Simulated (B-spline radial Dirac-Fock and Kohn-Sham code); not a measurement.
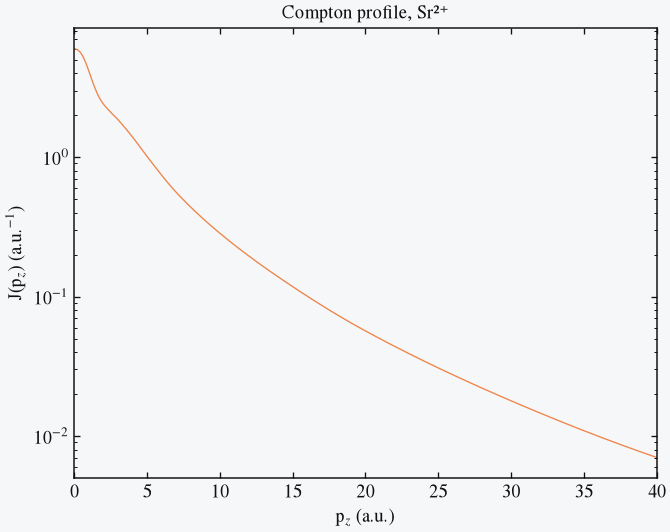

Fig. 1. The total Compton profile J(pz). It refers to Sr²⁺ in the configuration [Kr]. The calculation used the impulse approximation on the Dirac–Fock momentum density (average of configuration) (a radial B-spline solver).

What can be read from it?

J(0) = 5.98 a.u.⁻¹; the profile falls to half at pz ≈ 1.5 a.u. and is 2.41 at 2 a.u. and 1.40 at 4 a.u. Its area over all pz is the number of electrons, 36.
